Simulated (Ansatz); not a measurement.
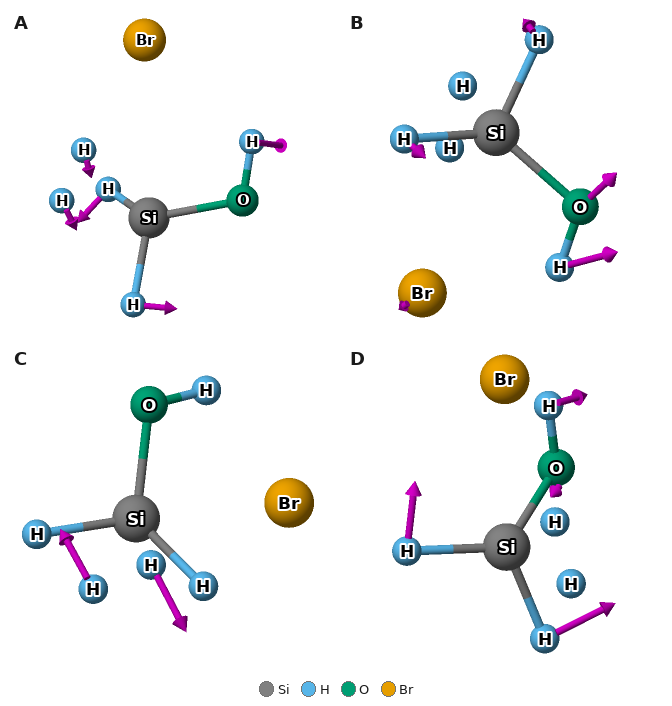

4 normal modes of one molecule or complex, as arrows. Harmonic vibrations computed with RKS PBE0-D4/def2-SVP (Ansatz 0.2.0) at a stationary point of the same level. It is a saddle point of order 1.

> Match the panels to the wavenumbers 204 cm⁻¹, 632 cm⁻¹, 934 cm⁻¹, 1110 cm⁻¹.

A: 632 cm⁻¹
B: 204 cm⁻¹
C: 1110 cm⁻¹
D: 934 cm⁻¹
